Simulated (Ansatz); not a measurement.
Band structure of CoSi (P2_13, 8 atoms in the cell).

```
CELL_PARAMETERS angstrom
      4.44098     0.00000     0.00000
      0.00000     4.44098     0.00000
      0.00000     0.00000     4.44098
ATOMIC_POSITIONS crystal
  Co 0.85410 0.64590 0.35410
  Co 0.64590 0.35410 0.85410
  Co 0.35410 0.85410 0.64590
  Co 0.14590 0.14590 0.14590
  Si 0.15654 0.34346 0.65654
  Si 0.34346 0.65654 0.15654
  Si 0.65654 0.15654 0.34346
  Si 0.84346 0.84346 0.84346
```

Computed with PBE, PAW files (plane waves; Ansatz, a quantum-chemistry and plane-wave program).

Settings: basis.ecutwfc = 30.9 Ry; kpoints.mp_grid.grid = 9 9 9; hamiltonian.xc = pbe; hamiltonian.pseudopotentials = {kind: paw} (the program's default PAW files); scf.occupations.method = gaussian; scf.occupations.width = 0.0073 Ry; kpoints.band_path.npoints = 8.

The starting cell comes from a database of computed structures (which also holds hypothetical and non-ambient phases and stackings), without a prior relaxation at this level. Its lattice was rescaled by a random factor within 2.5 % of one. Spin polarisation is off.

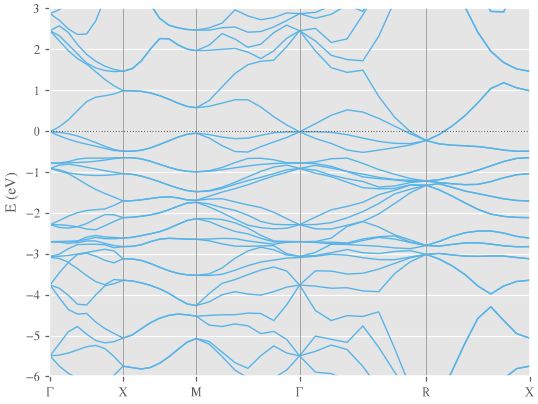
Figure. Bands along the path, energies from the Fermi level.

Levels in eV from the Fermi level, bands 39 to 46:
```csv
point,39,40,41,42,43,44,45,46
Γ,-0.78,-0.78,-0.02,-0.02,-0.02,2.46,2.46,2.46
X,-0.65,-0.65,-0.49,-0.49,0.99,0.99,1.47,1.47
M,-1.00,-1.00,-0.05,-0.05,0.57,0.57,1.97,1.97
R,-1.22,-1.22,-0.23,-0.23,-0.23,-0.23,5.33,5.33
```

Bands cross the Fermi level along this path, so the cell is metallic at this level.

Keys are those of Ansatz 0.2.
